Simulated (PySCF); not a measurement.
Molecule: Ge(GeH3)(OH)3, SMILES [OH][Ge]([GeH3])([OH])[OH] (H6Ge2O3), singlet. Atoms near the plane z = 0.0 Å, at the PBE0/def2-SVP optimised geometry (x, y, z in Å): Ge5 (-0.5, -0.4, 0.0), H10 (1.0, -0.4, 0.0), H11 (-1.0, 1.1, 0.0).

Computed with PySCF with PBE0/def2-TZVP. Cells within 0.4 Å of a nucleus heavier than hydrogen are left out (blank, or x). The values are rescaled to run from 0 to 1.

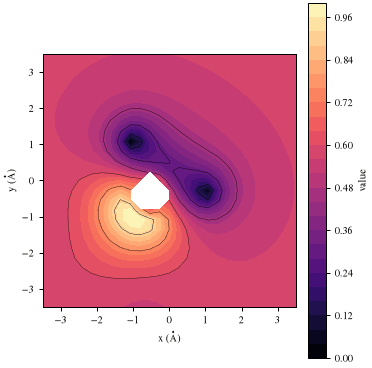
a field on the plane z = 0.0 Å.

Which quantity is mapped?
A. deformation density (molecule minus spherical neutral atoms)
B. log10 of the electron density
C. an orbital amplitude
D. Laplacian of the electron density

C, an orbital amplitude. In full: HOMO amplitude (bohr^(-3/2)).
